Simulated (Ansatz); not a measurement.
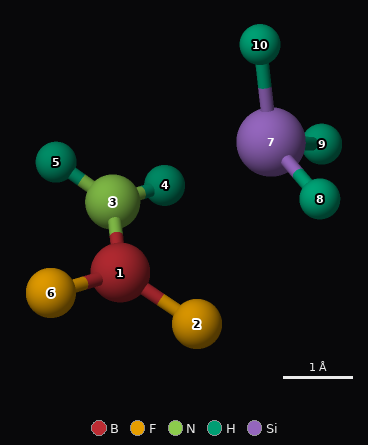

*The starting structure (ball-and-stick view, seen at a tilt; atoms are numbered from 1 in the order of the input).*

Bond lengths as drawn: B–F 1.35 to 1.36 Å, B–N 1.40 Å, H–N 1.02 Å and H–Si 1.51 Å.

## Nudged elastic band of BSiNH$_{5}$F$_{2}$ (part 1 of 2)

- system: BSiNH$_{5}$F$_{2}$, multiplicity 2
- method: UKS PBE-D4/cc-pVDZ (Ansatz 0.2.0)

It belongs to a series of runs on one base structure; here: band between the two ends. Figures and captions count atoms from 1; the log counts them from 0 in places.

**The input**
```yaml
crystal:
  periodic: [false, false, false]
  atoms:
    - { symbol: B, position_ang: [-0.017506, -0.400026, -0.085125] }
    - { symbol: F, position_ang: [-0.161908, -1.611892, 0.507001] }
    - { symbol: "N", position_ang: [1.231881, 0.237611, -0.132371] }
    - { symbol: H, position_ang: [2.062501, -0.162261, 0.298662] }
    - { symbol: H, position_ang: [1.361668, 1.151038, -0.56299] }
    - { symbol: F, position_ang: [-1.110026, 0.154557, -0.654635] }
    - { symbol: Si, position_ang: [0.01289, 0.221067, 3.159237] }
    - { symbol: H, position_ang: [-1.087458, -0.583608, 3.807929] }
    - { symbol: H, position_ang: [1.30895, -0.554932, 3.159531] }
    - { symbol: H, position_ang: [0.200808, 1.548447, 3.859962] }
magnetization:
  spin_polarized: true
  initial_magnetization: 1
basis:
  gaussian: { orbitals: cc-pVDZ }
hamiltonian:
  xc: pbe
  dispersion: d4
neb:
  order_check: false
  images: 5
  f_tol: 0.05
  max_iterations: 60
  final_atoms:
    - { symbol: B, position_ang: [-0.01110729, -0.20177035, -0.32960954] }
    - { symbol: F, position_ang: [1.06326759, -0.86562775, 2.23881511] }
    - { symbol: "N", position_ang: [1.12378773, 0.21999941, -1.01967507] }
    - { symbol: H, position_ang: [1.64769692, -0.39586406, -1.6380912] }
    - { symbol: H, position_ang: [1.55232149, 1.14109148, -0.8741506] }
    - { symbol: F, position_ang: [-0.68557523, 0.62685885, 0.5134577] }
    - { symbol: Si, position_ang: [-0.00855484, -0.25248727, 3.36554764] }
    - { symbol: H, position_ang: [-1.38541337, -0.77966308, 3.0744438] }
    - { symbol: H, position_ang: [0.46598787, -0.7423041, 4.71041607] }
    - { symbol: H, position_ang: [0.03938913, 1.24976788, 3.3160471] }
  initial_path:
    images:
      - { positions_ang: [[-0.017506, -0.400026, -0.085125], [-0.161908, -1.611892, 0.507001], [1.231881, 0.237611, -0.132371], [2.062501, -0.162261, 0.298662], [1.361668, 1.151038, -0.56299], [-1.110026, 0.154557, -0.654635], [0.01289, 0.221067, 3.159237], [-1.087458, -0.583608, 3.807929], [1.30895, -0.554932, 3.159531], [0.200808, 1.548447, 3.859962]] }
      - { positions_ang: [[0.0021309, -0.25442763, -0.06028164], [-0.11025921, -1.07368055, 0.85743099], [1.29014629, 0.16705944, -0.33634418], [1.99581982, -0.40673198, -0.13496103], [1.53598076, 1.08075573, -0.70470197], [-1.10021534, 0.12789983, -0.67136764], [-0.01313536, 0.13463807, 3.25514125], [-1.00708623, -0.78609574, 3.83382281], [1.30339427, -0.41726471, 3.43111908], [-0.09497591, 1.42784854, 3.88734332]] }
      - { positions_ang: [[0.02176781, -0.10882926, -0.03543827], [-0.05861042, -0.5354691, 1.20786098], [1.34841159, 0.09650788, -0.54031736], [1.92913864, -0.65120296, -0.56858406], [1.71029352, 1.01047346, -0.84641394], [-1.09040467, 0.10124266, -0.68810028], [-0.03916072, 0.04820915, 3.3510455], [-0.92671447, -0.98858349, 3.85971662], [1.29783854, -0.27959742, 3.70270716], [-0.39075981, 1.30725008, 3.91472465]] }
      - { positions_ang: [[0.04140471, 0.03676911, -0.01059491], [-0.00696163, 0.00274236, 1.55829097], [1.40667688, 0.02595632, -0.74429054], [1.86245745, -0.89567394, -1.00220709], [1.88460628, 0.9401912, -0.9881259], [-1.08059401, 0.07458548, -0.70483291], [-0.06518607, -0.03821978, 3.44694975], [-0.8463427, -1.19107123, 3.88561042], [1.29228281, -0.14193013, 3.97429523], [-0.68654372, 1.18665163, 3.94210597]] }
      - { positions_ang: [[0.02390071, -0.04274405, -0.11693312], [0.34978144, -0.28671435, 1.78513235], [1.3123805, 0.09063735, -0.83608538], [1.79087061, -0.72907064, -1.21416846], [1.77384468, 1.00715796, -0.95013414], [-0.94892108, 0.25867661, -0.29873604], [-0.04630899, -0.10964228, 3.41981571], [-1.02603293, -1.05393518, 3.61522155], [1.01685116, -0.34205479, 4.21966884], [-0.4445661, 1.20769038, 3.73341968]] }
      - { positions_ang: [[0.00639671, -0.1222572, -0.22327133], [0.70652452, -0.57617105, 2.01197373], [1.21808411, 0.15531838, -0.92788023], [1.71928377, -0.56246735, -1.42612983], [1.66308309, 1.07412472, -0.91214237], [-0.81724815, 0.44276773, 0.10736083], [-0.02743192, -0.18106478, 3.39268168], [-1.20572315, -0.91679913, 3.34483267], [0.74141951, -0.54217945, 4.46504246], [-0.20258848, 1.22872913, 3.52473339]] }
      - { positions_ang: [[-0.01110729, -0.20177035, -0.32960954], [1.06326759, -0.86562775, 2.23881511], [1.12378773, 0.21999941, -1.01967507], [1.64769692, -0.39586406, -1.6380912], [1.55232149, 1.14109148, -0.8741506], [-0.68557523, 0.62685885, 0.5134577], [-0.00855484, -0.25248727, 3.36554764], [-1.38541337, -0.77966308, 3.0744438], [0.46598787, -0.7423041, 4.71041607], [0.03938913, 1.24976788, 3.3160471]] }
```

Machine: 4 threads of Arm Neoverse V2, 24 GiB of memory available, shared host.

Launched with:
```bash
ansatz run input.yaml --threads 4 --pin off --max-ram 5120MiB --backend cpu --events-out ev --progress --plain --runs-dir out
```

**Output**
```
Engine: ansatz 0.2.0, aarch64-unknown-linux-gnu
Functional definition: PBE
  parameter kappa = 0.804
  parameter beta = 0.06672455060314922
  exchange = pbe_x(kappa = kappa, mu = beta*pi^2/3)
  correlation = pbe_c(beta = beta)
1152 factors; their error is unknown
mean field evaluation 1: about -15541.9730 eV, gradient 4.5e1 eV
mean field evaluation 2: about -15515.2281 eV, gradient 7.8e1 eV
mean field evaluation 4: about -15549.4540 eV, gradient 7.8e0 eV
mean field evaluation 8: about -15549.6412 eV, gradient 1.2e-1 eV
mean field evaluation 16: about -15549.5981 eV, gradient 1.7e-4 eV
mean field -15549.59811865 eV, -571.4371909642 hartree, gradient 1.4e-5 eV, S^2 0.752322; 0 other end points of the search recorded, 0 dependent functions left out
the calculation of the forces begins
reference -15549.59815957 eV, -571.4371924682 hartree; 25, 24 occupied and 74, 75 virtual orbitals, 1152 factors
1152 factors; their error is unknown
mean field evaluation 32: about -15548.4108 eV, gradient 2.8e-3 eV
mean field -15548.41079191 eV, -571.3935575115 hartree, gradient 3.1e-5 eV, S^2 0.753033; 0 other end points of the search recorded, 0 dependent functions left out
[... from here on the field's lines of each further geometry are left out, up to the last ...]
NEB iter   1: max|band force component| = 3.207e1 eV/Å  barrier→ = 6.7322 eV  barrier← = 5.5271 eV  Δτ_max = 0.2000 Å  (255 SCF iters)
NEB iter   2: max|band force component| = 5.524e0 eV/Å  barrier→ = 2.4224 eV  barrier← = 1.2173 eV  Δτ_max = 0.2000 Å  (183 SCF iters)
NEB iter   3: max|band force component| = 2.914e0 eV/Å  barrier→ = 1.7603 eV  barrier← = 0.5552 eV  Δτ_max = 0.2000 Å  (177 SCF iters)
NEB iter   4: max|band force component| = 2.004e0 eV/Å  barrier→ = 1.4834 eV  barrier← = 0.2783 eV  Δτ_max = 0.2000 Å  (168 SCF iters)
NEB iter   5: max|band force component| = 1.830e0 eV/Å  barrier→ = 1.3809 eV  barrier← = 0.1758 eV  Δτ_max = 0.2000 Å  (168 SCF iters)
NEB iter   6: max|band force component| = 1.347e0 eV/Å  barrier→ = 1.3401 eV  barrier← = 0.1350 eV  Δτ_max = 0.1996 Å  (165 SCF iters)
NEB iter   7: max|band force component| = 1.378e0 eV/Å  barrier→ = 1.3095 eV  barrier← = 0.1044 eV  Δτ_max = 0.1004 Å  (158 SCF iters)
NEB iter   8: max|band force component| = 7.331e-1 eV/Å  barrier→ = 1.2933 eV  barrier← = 0.0882 eV  Δτ_max = 0.1004 Å  (154 SCF iters)
NEB iter   9: max|band force component| = 9.492e-1 eV/Å  barrier→ = 1.2907 eV  barrier← = 0.0856 eV  Δτ_max = 0.0502 Å  (153 SCF iters)
NEB iter  10: max|band force component| = 2.829e-1 eV/Å  barrier→ = 1.2934 eV  barrier← = 0.0883 eV  CI = image 4  Δτ_max = 0.1003 Å  (154 SCF iters)
NEB iter  11: max|band force component| = 2.230e-1 eV/Å  barrier→ = 1.2939 eV  barrier← = 0.0888 eV  CI = image 4  Δτ_max = 0.1001 Å  (155 SCF iters)
NEB iter  12: max|band force component| = 1.539e-1 eV/Å  barrier→ = 1.2930 eV  barrier← = 0.0879 eV  CI = image 4  Δτ_max = 0.0996 Å  (154 SCF iters)
NEB iter  13: max|band force component| = 3.470e-1 eV/Å  barrier→ = 1.2918 eV  barrier← = 0.0867 eV  CI = image 4  Δτ_max = 0.0501 Å  (150 SCF iters)
NEB iter  14: max|band force component| = 2.806e-1 eV/Å  barrier→ = 1.2899 eV  barrier← = 0.0848 eV  CI = image 4  Δτ_max = 0.0498 Å  (154 SCF iters)
NEB iter  15: max|band force component| = 6.576e-2 eV/Å  barrier→ = 1.2891 eV  barrier← = 0.0840 eV  CI = image 4  Δτ_max = 0.0993 Å  (156 SCF iters)
NEB iter  16: max|band force component| = 1.599e-1 eV/Å  barrier→ = 1.2878 eV  barrier← = 0.0827 eV  CI = image 4  Δτ_max = 0.0500 Å  (152 SCF iters)
NEB iter  17: max|band force component| = 1.371e-1 eV/Å  barrier→ = 1.2869 eV  barrier← = 0.0818 eV  CI = image 4  Δτ_max = 0.0500 Å  (155 SCF iters)
NEB iter  18: max|band force component| = 8.801e-2 eV/Å  barrier→ = 1.2857 eV  barrier← = 0.0806 eV  CI = image 4  Δτ_max = 0.0500 Å  (153 SCF iters)
NEB iter  19: max|band force component| = 3.983e-2 eV/Å  barrier→ = 1.2843 eV  barrier← = 0.0792 eV  CI = image 4  Δτ_max = 0.0989 Å  (154 SCF iters)
NEB iter  20: max|band force component| = 1.579e-1 eV/Å  barrier→ = 1.2810 eV  barrier← = 0.0758 eV  CI = image 4  Δτ_max = 0.0501 Å  (31 SCF iters)
NEB iter  21: max|band force component| = 1.217e-1 eV/Å  barrier→ = 1.2790 eV  barrier← = 0.0739 eV  CI = image 4  Δτ_max = 0.1001 Å  (156 SCF iters)
NEB iter  22: max|band force component| = 1.433e-1 eV/Å  barrier→ = 1.2746 eV  barrier← = 0.0695 eV  CI = image 4  Δτ_max = 0.1003 Å  (150 SCF iters)
NEB iter  23: max|band force component| = 1.357e-1 eV/Å  barrier→ = 1.2698 eV  barrier← = 0.0646 eV  CI = image 4  Δτ_max = 0.0501 Å  (153 SCF iters)
NEB iter  24: max|band force component| = 1.326e-1 eV/Å  barrier→ = 1.2672 eV  barrier← = 0.0621 eV  CI = image 4  Δτ_max = 0.0501 Å  (153 SCF iters)
NEB iter  25: max|band force component| = 1.694e-1 eV/Å  barrier→ = 1.2645 eV  barrier← = 0.0594 eV  CI = image 4  Δτ_max = 0.0250 Å  (152 SCF iters)
NEB iter  26: max|band force component| = 1.657e-1 eV/Å  barrier→ = 1.2631 eV  barrier← = 0.0580 eV  CI = image 4  Δτ_max = 0.0250 Å  (152 SCF iters)
NEB iter  27: max|band force component| = 1.403e-1 eV/Å  barrier→ = 1.2617 eV  barrier← = 0.0566 eV  CI = image 4  Δτ_max = 0.0250 Å  (147 SCF iters)
NEB iter  28: max|band force component| = 8.630e-2 eV/Å  barrier→ = 1.2604 eV  barrier← = 0.0552 eV  CI = image 4  Δτ_max = 0.0250 Å  (157 SCF iters)
NEB iter  29: max|band force component| = 6.479e-2 eV/Å  barrier→ = 1.2590 eV  barrier← = 0.0539 eV  CI = image 4  Δτ_max = 0.0250 Å  (149 SCF iters)
NEB iter  30: max|band force component| = 6.618e-2 eV/Å  barrier→ = 1.2578 eV  barrier← = 0.0527 eV  CI = image 4  Δτ_max = 0.0500 Å  (150 SCF iters)
NEB iter  31: max|band force component| = 6.853e-2 eV/Å  barrier→ = 1.2555 eV  barrier← = 0.0504 eV  CI = image 4  Δτ_max = 0.0501 Å  (154 SCF iters)
NEB iter  32: max|band force component| = 1.065e-1 eV/Å  barrier→ = 1.2537 eV  barrier← = 0.0486 eV  CI = image 4  Δτ_max = 0.0501 Å  (152 SCF iters)
NEB iter  33: max|band force component| = 1.339e-1 eV/Å  barrier→ = 1.2522 eV  barrier← = 0.0471 eV  CI = image 4  Δτ_max = 0.1005 Å  (152 SCF iters)
NEB iter  34: max|band force component| = 2.034e-1 eV/Å  barrier→ = 1.2502 eV  barrier← = 0.0451 eV  CI = image 4  Δτ_max = 0.2000 Å  (151 SCF iters)
NEB iter  35: max|band force component| = 2.589e-1 eV/Å  barrier→ = 1.2485 eV  barrier← = 0.0434 eV  CI = image 4  Δτ_max = 0.2000 Å  (157 SCF iters)
NEB iter  36: max|band force component| = 2.360e-1 eV/Å  barrier→ = 1.2544 eV  barrier← = 0.0493 eV  CI = image 4  Δτ_max = 0.0997 Å  (152 SCF iters)
NEB iter  37: max|band force component| = 2.064e-1 eV/Å  barrier→ = 1.2557 eV  barrier← = 0.0506 eV  CI = image 4  Δτ_max = 0.1001 Å  (153 SCF iters)
NEB iter  38: max|band force component| = 1.282e-1 eV/Å  barrier→ = 1.2484 eV  barrier← = 0.0433 eV  CI = image 4  Δτ_max = 0.0501 Å  (146 SCF iters)
NEB iter  39: max|band force component| = 7.983e-2 eV/Å  barrier→ = 1.2468 eV  barrier← = 0.0417 eV  CI = image 4  Δτ_max = 0.0500 Å  (149 SCF iters)
NEB iter  40: max|band force component| = 7.920e-2 eV/Å  barrier→ = 1.2464 eV  barrier← = 0.0413 eV  CI = image 4  Δτ_max = 0.0500 Å  (156 SCF iters)
NEB iter  41: max|band force component| = 7.590e-2 eV/Å  barrier→ = 1.2461 eV  barrier← = 0.0410 eV  CI = image 4  Δτ_max = 0.0500 Å  (151 SCF iters)
```
